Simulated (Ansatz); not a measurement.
## MgO: pressure series

The reference is MgO in the rock salt structure (space group Fm-3m, No. 225; a = 4.254 Å).

Cell and atoms are relaxed at each pressure.

Computed with PBE, PAW, 420 eV (Ansatz, an electronic-structure program; no spin-orbit coupling).

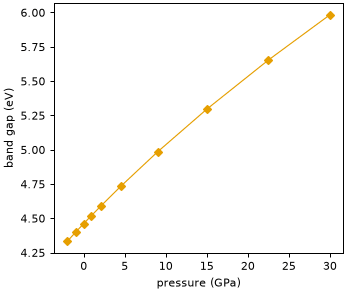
*Band gap against pressure*

Problem. From the plot, what is the band gap for pressure 15 GPa?

Solution. About 5.3 eV.

Problem. Is the trend monotonic over the range shown?

Solution. Yes, it rises throughout, spanning 4.33 eV to 5.98 eV.

Load acts through the strain it causes; cell and atoms are relaxed under it. Whether these cells are dynamically stable was not tested. No other phases were tried under pressure.
